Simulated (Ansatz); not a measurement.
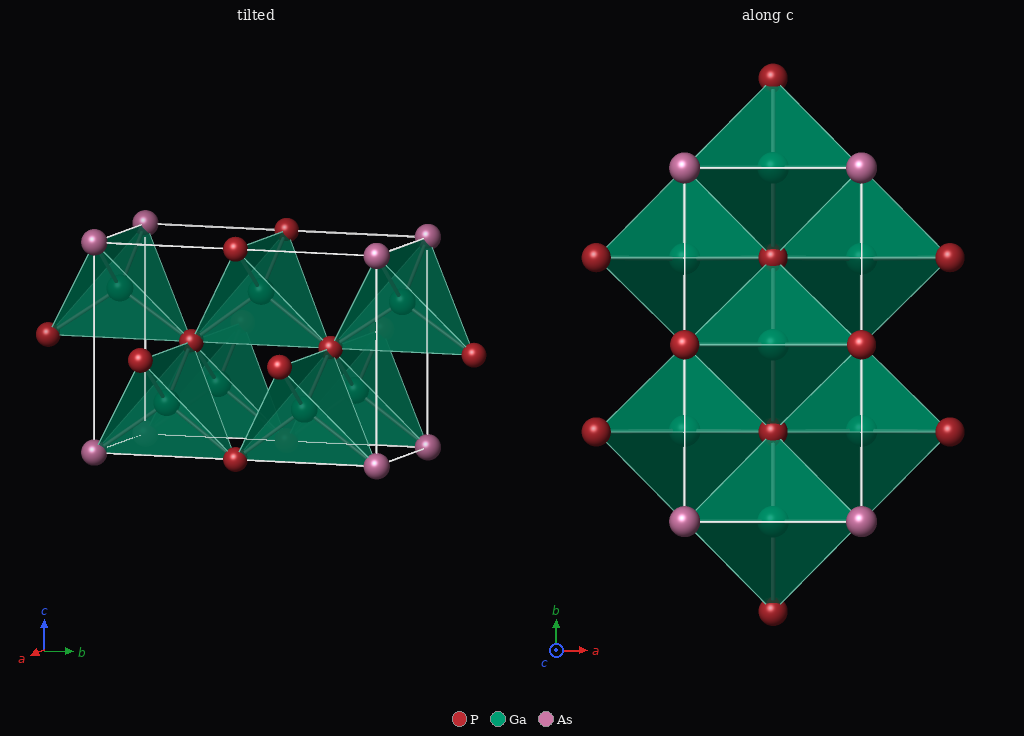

Polyhedral representation of a periodic structure, projected slightly off an axis and along the c axis. The conventional unit cell is outlined; an atom on or near a face, edge or corner is repeated at each equivalent position. A few atoms beyond the faces are included.

Ga$_{4}$AsP$_{3}$, space group Pmm2 (No. 25), a = 3.894 Å, b = 7.785 Å, c = 5.500 Å, α = 90.00°, β = 90.00°, γ = 90.00°. Provenance: a structure type filled with these elements by a generator (whether the compound takes this form wasn't checked). Earlier steps of the study may have refined or changed the cell and positions. Ansatz was used for an electronic-structure calculation on it.

This one geometry was computed with Ansatz (DFT, plane waves, PAW) at five levels of theory: r2SCAN, PBE with spin-orbit coupling, PBE0, HSE06 and PBE. It was relaxed beforehand with r2SCAN.

### Which level gives the highest pressure at this volume, and what does that say about its equilibrium volume?

Highest: PBE with spin-orbit coupling (2.5 GPa) and PBE (2.6 GPa), which points to the largest equilibrium volume. Lowest, with the smallest volume: r2SCAN (0.0 GPa). Levels within 0.5 GPa of each other can't be told apart.

### How does the band gap change with the level of theory?

PBE with spin-orbit coupling: a gap of 1.36 eV, direct; PBE: a gap of 1.40 eV, direct; r2SCAN: a gap of 1.68 eV, indirect; HSE06: a gap of 2.05 eV, indirect; PBE0: a gap of 2.71 eV, indirect.

### Collect the results in a table.

| level | cutoff (eV) | k-mesh of the run's cell | gap (eV) | pressure (GPa) |
| --- | --- | --- | --- | --- |
| r2SCAN | 500 | 6×4×6 | 1.68 | 0.0 |
| PBE with spin-orbit coupling | 420 | 6×4×6 | 1.36 | 2.5 |
| PBE0 | 420 | 4×2×4 | 2.71 | 0.5 |
| HSE06 | 420 | 4×2×4 | 2.05 | 0.8 |
| PBE | 420 | 6×4×6 | 1.40 | 2.6 |

Gaps are taken on the k-mesh or band path of each run.
